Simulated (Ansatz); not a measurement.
**CH5BN2 (SMILES NC1BN1): B3LYP/6-31G(d) (spherical functions)**

What is the energy change on altering one bond length of CH5BN2 at B3LYP/6-31G* (spherical functions)? 

Program for the calculation: Ansatz 0.2.0.

74 further runs of the same task are left out: 74 set aside as unsound or not needed.

## 1. Starting point

CH5BN2: 9 atoms, total charge 0, spin state singlet. SMILES: `NC1BN1`. The coordinates come from a PBE0-D4/def2-TZVP relaxation. This is one conformer, not always the lowest.

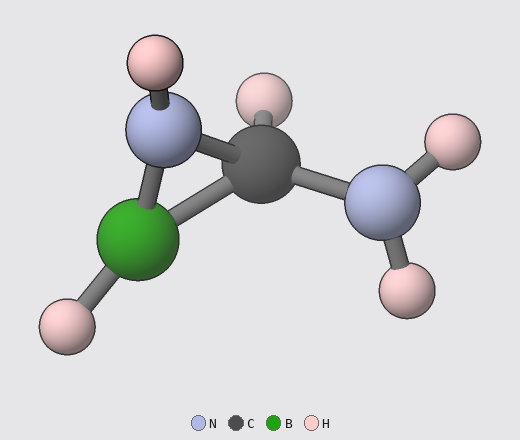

The structure, seen from a chosen angle (nitrogen light blue, carbon dark grey, boron green, hydrogen pink).

## 2. A single-point energy at B3LYP/6-31G(d) (spherical functions)

run.yaml

```yaml
crystal:
  periodic: [false, false, false]
  atoms:
    - {symbol: N, position_ang: [0.142900, 1.194400, -0.640600]}
    - {symbol: C, position_ang: [-0.364200, -0.077200, -0.222300]}
    - {symbol: B, position_ang: [0.591200, -1.194100, 0.303200]}
    - {symbol: "N", position_ang: [-0.130500, -0.469900, 1.171500]}
    - {symbol: H, position_ang: [0.784000, 1.117400, -1.417000]}
    - {symbol: H, position_ang: [-0.589900, 1.842600, -0.892400]}
    - {symbol: H, position_ang: [-1.366400, -0.317200, -0.582700]}
    - {symbol: H, position_ang: [1.414200, -2.039000, 0.194700]}
    - {symbol: H, position_ang: [-0.392800, -0.103200, 2.068300]}
basis:
  gaussian:
    orbitals: 6-31G_st_-spherical.json
output: {orbitals: {seedname: orbitals}}
hamiltonian:
  xc: {name: B3LYP}
accuracy: high
```

The basis set 6-31G* is read from a file made from the Basis Set Exchange's data (not shown).

Run with:

```bash
$ ansatz run run.yaml --threads 1 --pin off --max-ram 3480MiB --events-out events.jsonl --progress --plain --runs-dir runs
```

Standard output:

```text
Warning: RAYON_NUM_THREADS=1 ignored (pool sized by the plan → 1); use --threads N
Functional definition: B3LYP
  name "B3LYP"
  parameter a0 = 0.2
  parameter ax = 0.72
  parameter ac = 0.81
  exchange = (1 - a0 - ax)*slater_x + ax*b88_x + a0*exact_x
  correlation = (1 - ac)*vwn_rpa_c + ac*lyp_c
1626 factors; integrals over basis functions are off by at most 2.8e-9 eV
mean field evaluation 1: about -4765.6795 eV, gradient 6.1e1 eV
mean field evaluation 2: about -4755.6177 eV, gradient 9.0e1 eV
mean field evaluation 4: about -4773.5144 eV, gradient 4.8e0 eV
mean field evaluation 8: about -4773.5530 eV, gradient 2.8e-2 eV
mean field evaluation 16: about -4773.5530 eV, gradient 2.1e-6 eV
mean field -4773.55304268 eV, -175.4248386880 hartree, gradient 4.2e-8 eV, S^2 0.000000; 0 other end points of the search recorded, 0 dependent functions left out
reference -4773.55307604 eV, -175.4248399140 hartree; 15, 15 occupied and 51, 51 virtual orbitals, 1626 factors
Total energy: -4773.55307604 eV, -175.4248399140 hartree
```

It took 3.9 s on 1 thread of Arm Neoverse V2, shared host; peak memory 0.19 GiB.

## 3. The distorted shape, same level

job.yaml

```yaml
crystal:
  periodic: [false, false, false]
  atoms:
    - {symbol: N, position_ang: [0.362742, 0.999938, -0.565059]}
    - {symbol: C, position_ang: [-0.144358, -0.271662, -0.146759]}
    - {symbol: B, position_ang: [0.811042, -1.388562, 0.378741]}
    - {symbol: N, position_ang: [0.089342, -0.664362, 1.247041]}
    - {symbol: H, position_ang: [1.003842, 0.922938, -1.341459]}
    - {symbol: H, position_ang: [-0.589900, 1.842600, -0.892400]}
    - {symbol: H, position_ang: [-1.146558, -0.511662, -0.507159]}
    - {symbol: H, position_ang: [1.634042, -2.233462, 0.270241]}
    - {symbol: H, position_ang: [-0.172958, -0.297662, 2.143841]}
basis:
  gaussian: {orbitals: 6-31G_st_-spherical.json}
hamiltonian: {xc: {name: B3LYP}}
accuracy: high
output: {orbitals: {seedname: orbitals}}
```

The basis set 6-31G* is read from a file made from the Basis Set Exchange's data (not shown).

Run with:

```bash
$ ansatz run job.yaml --threads 1 --pin off --max-ram 3480MiB --events-out events.jsonl --progress --plain --runs-dir runs
```

Standard output:

```text
Warning: RAYON_NUM_THREADS=1 ignored (pool sized by the plan → 1); use --threads N
Functional definition: B3LYP
  name "B3LYP"
  parameter a0 = 0.2
  parameter ax = 0.72
  parameter ac = 0.81
  exchange = (1 - a0 - ax)*slater_x + ax*b88_x + a0*exact_x
  correlation = (1 - ac)*vwn_rpa_c + ac*lyp_c
1627 factors; integrals over basis functions are off by at most 2.8e-9 eV
mean field evaluation 1: about -4764.2788 eV, gradient 6.1e1 eV
mean field evaluation 2: about -4750.9548 eV, gradient 9.6e1 eV
mean field evaluation 4: about -4772.4249 eV, gradient 6.0e0 eV
mean field evaluation 8: about -4772.4952 eV, gradient 2.7e-1 eV
mean field evaluation 16: about -4772.4954 eV, gradient 2.6e-6 eV
mean field -4772.49540708 eV, -175.3859712966 hartree, gradient 7.4e-8 eV, S^2 0.000000; 0 other end points of the search recorded, 0 dependent functions left out
reference -4772.49544115 eV, -175.3859725485 hartree; 15, 15 occupied and 51, 51 virtual orbitals, 1627 factors
Total energy: -4772.49544115 eV, -175.3859725485 hartree
```

Run time: 4.2 s. Hardware: 1 thread of Arm Neoverse V2, shared host; peak memory 0.19 GiB.

## 4. What came out

Level: B3LYP/6-31G* (spherical functions).

```
                                                         quantity          value
                                        first shape: total energy  -175.42484 Eh
                                         first shape: HOMO energy       -6.18 eV
                                         first shape: LUMO energy        0.69 eV
                                       first shape: HOMO–LUMO gap        6.88 eV
                                    distorted shape: total energy  -175.38597 Eh
                                     distorted shape: HOMO energy       -6.16 eV
                                     distorted shape: LUMO energy        0.31 eV
                                   distorted shape: HOMO–LUMO gap        6.47 eV
energy change with the N1–H6 bond stretched from 1.010 to 1.313 Å       1.058 eV
```

With the N1–H6 bond stretched from 1.010 to 1.313 Å the energy rises by 1.06 eV (24 kcal/mol). The first shape isn't relaxed at this level, so the change isn't measured from a minimum.
